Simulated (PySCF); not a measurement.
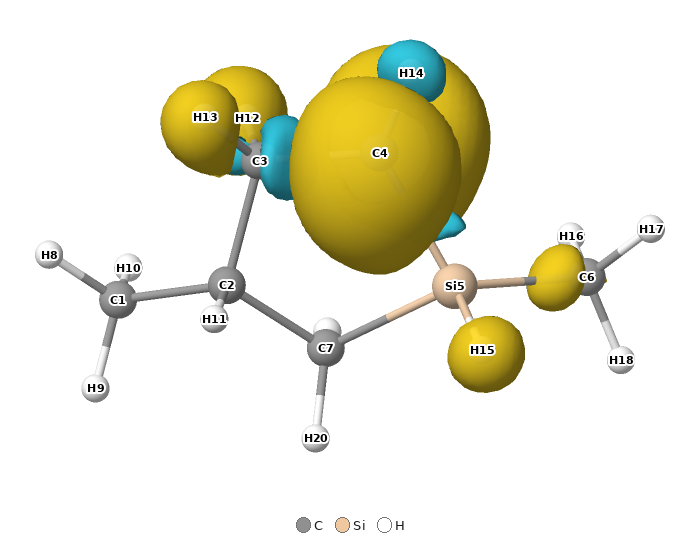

*C6H13Si (doublet). Isosurfaces of the spin density (α minus β) at +0.015 (yellow) and −0.015 e/Å³ (cyan), seen at a tilt.*

Geometry: GFN2-xTB.

The calculation used UKS B3LYP, pcH-1 on C H Si, non-relativistic, mean-field spin-orbit, GIAO (PySCF 2.14.0, density-fitted response routines).

```yaml
atoms:
  - { symbol: C, position_ang: [-2.4527, -0.9033, -0.3378] }
  - { symbol: C, position_ang: [-1.2543, -0.2603, 0.3508] }
  - { symbol: C, position_ang: [-1.0404, 1.1893, -0.1089] }
  - { symbol: C, position_ang: [0.3319, 1.6185, 0.2423] }
  - { symbol: Si, position_ang: [1.4135, 0.1759, 0.6461] }
  - { symbol: C, position_ang: [3.0388, 0.0512, -0.3307] }
  - { symbol: C, position_ang: [0.0420, -1.0367, 0.1125] }
  - { symbol: H, position_ang: [-3.3607, -0.3340, -0.1467] }
  - { symbol: H, position_ang: [-2.6011, -1.9179, 0.0265] }
  - { symbol: H, position_ang: [-2.2939, -0.9483, -1.4141] }
  - { symbol: H, position_ang: [-1.4390, -0.2391, 1.4308] }
  - { symbol: H, position_ang: [-1.1695, 1.2420, -1.2001] }
  - { symbol: H, position_ang: [-1.7977, 1.8579, 0.3151] }
  - { symbol: H, position_ang: [0.5748, 2.6665, 0.1823] }
  - { symbol: H, position_ang: [1.7186, 0.0243, 2.0834] }
  - { symbol: H, position_ang: [2.8773, 0.0795, -1.4036] }
  - { symbol: H, position_ang: [3.6926, 0.8768, -0.0712] }
  - { symbol: H, position_ang: [3.5641, -0.8686, -0.0954] }
  - { symbol: H, position_ang: [0.1242, -1.2877, -0.9464] }
  - { symbol: H, position_ang: [0.0266, -1.9755, 0.6619] }
```

Which atoms carry the spin?

The unpaired spin (1 electron) lies mostly on C4 (about 0.7), in electrons by Hirshfeld's partition.
